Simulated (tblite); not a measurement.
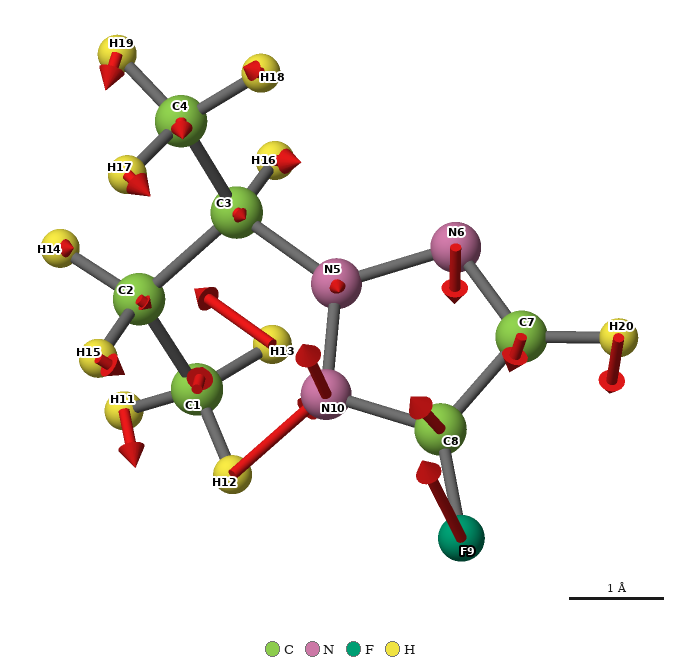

This is a relaxation of C$_{6}$H$_{10}$FN$_{3}$. The starting structure is drawn; red arrows show the displacements, magnified 2 times. The two geometries are superimposed by the best rigid fit.

A ball-and-stick model, seen at a tilt.

Computed with GFN2-xTB geometry optimisation, gas phase in tblite. 

Describe the change and its energy.

Answer. After 107 geometry steps the energy has fallen by 15.2 kcal/mol. The largest moves after the best rigid fit, 0.72 Å, are those of F9 and H12. By element the largest moves are F 0.72 Å, H 0.72 Å, N 0.50 Å, C 0.36 Å. Some distances before and after: C2–H15 1.137 → 1.091 Å, C8–N10 1.365 → 1.323 Å, N5–N6 1.341 → 1.305 Å, C1–H11 1.121 → 1.087 Å. Bond angles that change, for instance: C8–C7–H20 124.1° → 130.7°, N6–N5–N10 108.7° → 115.2°, N6–C7–H20 128.1° → 122.8°. Groups turn about C1–C2 by about 30°, C3–N5 by about 30°. Cost: 0.65 s on 1 thread of Arm Neoverse V2, with other jobs on the host.
